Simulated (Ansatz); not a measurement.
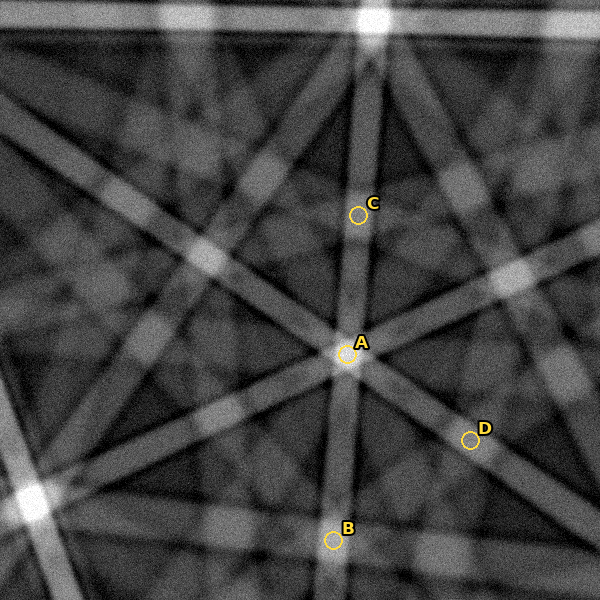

Simulated Kikuchi (electron backscatter) pattern at 20 kV: kinematic bands of width 2θ(Bragg) in gnomonic projection, seen from the camera side; the frame spans ±31° from its centre. Crystal: CuP, space group Fm-3m (No. 225), a = 4.773 Å. Structure: the input geometry of an electronic-structure calculation (not necessarily at equilibrium); the starting structure was generated, so it need not be a known form of this composition.

Pole A is [111] and pole B is [112].

Question: Index the poles C and D.

Answer: C is [221], 15.8° from A and 35.3° from B. D is [212], 15.8° from A and 17.7° from B.

Question: Which band joins A and B, and how wide is it?

Answer: It comes from the planes common to both zones. The strongest order is 2 -2 0 with d = 1.687 Å, so the band is 2θ = 2.9° wide (λ = 0.0859 Å).
